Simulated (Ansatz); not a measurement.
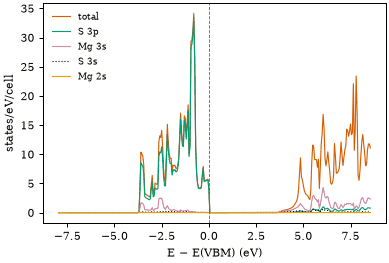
Figure: Total and projected density of states of MgS in space group Pm-3n (No. 223; Mg on 6c, S on 6d), DFT-r²SCAN in the program Ansatz with PAW potentials

**Question.** Which orbitals carry the states next to the gap?

**Answer.** Top 1 eV of the valence band: S 3p 97 %. Bottom 1 eV of the conduction band: Mg 3s 55 %, S 3s 20 %, S 3p 6 %, outside the projected shells 19 %. Projections are on Löwdin-orthogonalised atomic valence shells; empty p or d shells of many metals are not among them.

**Question.** Where is the tallest occupied peak in this window, and what makes it?

**Answer.** Near -0.8 eV, about 34 states/eV per cell; the largest projected share is S 3p.

The start of the workflow was typed in or built on a structure type; neither database checked (COD, Materials Project) lists it. COD files the formula under space group No. 225. Its standing as an ambient phase is unchecked. The r²SCAN relaxation kept the symmetry of its start; its stability against distortions is not shown here.

Potentials: the earlier of the program's two PAW sets.
